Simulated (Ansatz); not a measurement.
**GeH4O···H2: density, localisation and related maps**

Input file:

```
crystal:
  periodic: [false, false, false]
  atoms:
    - {symbol: Ge, position_ang: [-0.319764, 0.283151, -1.113099]}
    - {symbol: O, position_ang: [0.586221, -0.792226, -0.013961]}
    - {symbol: H, position_ang: [0.266145, 1.706569, -1.051831]}
    - {symbol: H, position_ang: [-1.754377, 0.242293, -0.581852]}
    - {symbol: H, position_ang: [-0.233821, -0.254967, -2.554060]}
    - {symbol: H, position_ang: [0.064193, -0.289092, 2.431033]}
    - {symbol: H, position_ang: [-0.128101, -0.052374, 3.114316]}
    - {symbol: H, position_ang: [1.519405, -0.843354, -0.230447]}
basis:
  gaussian: {orbitals: def2-TZVPP}
hamiltonian: {xc: pbe0, dispersion: d4}
output: {orbitals: {seedname: orbitals}}
```

Run with:

```sh
ansatz run in.yaml --threads 2 --pin off --events-out ev --progress --plain --max-ram 4352MiB
```

The reactant side of a reaction path; geometry: PBE0-D4/def2-TZVP.

Method: Ansatz, RKS PBE0-D4/def2-TZVPP.

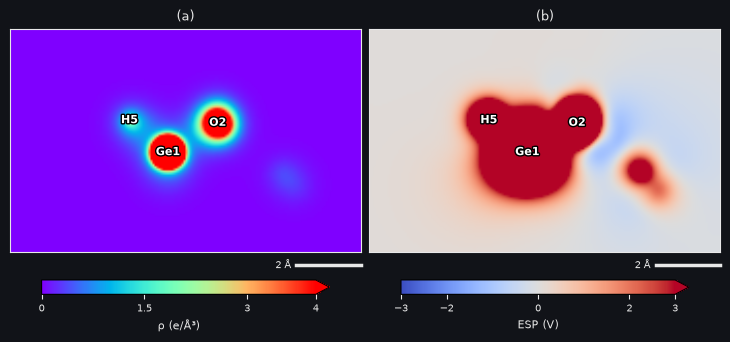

Figure 1. (a) electron density; (b) electrostatic potential on the plane of atoms O2, Ge1 and H5.

Question: What do the fields say about this system?

Answer:
- The plane passes through Ge, O and H nuclei.
- Ge–O (1.78 Å): the density is about 0.98 e/Å³ at the midpoint.
- Ge–H (1.54 Å): the density is about 1.1 e/Å³ at the midpoint.
- Outside the dense part of the complex the potential is most negative (−1.2 V) near O2.

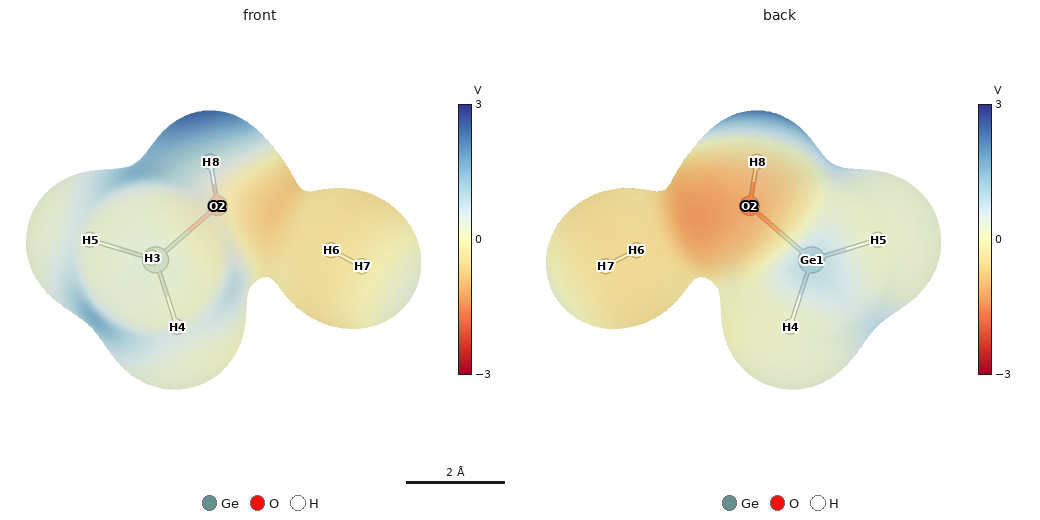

Figure 2. The molecular electrostatic potential painted on the density surface at 0.002 e/bohr³, seen from the front and from behind; the colour scale runs from red (negative) to blue (positive).

Question: Which sites attract a positive test charge, and which a negative one?

Answer: A positive charge is drawn to the negative regions and a negative charge to the positive ones. The most negative region (about −1.4 V) lies over O2, the most positive (about +2.4 V) over H8. O2 is the likeliest acceptor of a hydrogen bond.

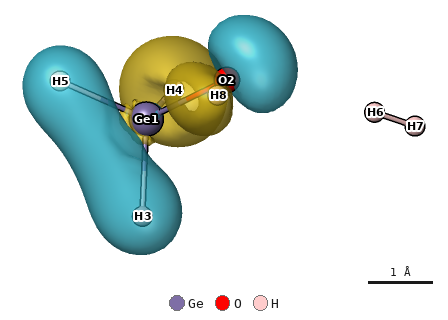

Figure 3. The HOMO−1 at ±0.15 Å⁻³ᐟ² (yellow and cyan are the two phases), seen from one side.

Question: Where does this orbital lie, and at what energy?

Answer: It lies mainly on O2 (about 30 %), Ge1 (about 30 %), H4 (about 15 %), H3 (about 10 %) and H5 (about 10 %). Its energy is −9.37 eV.
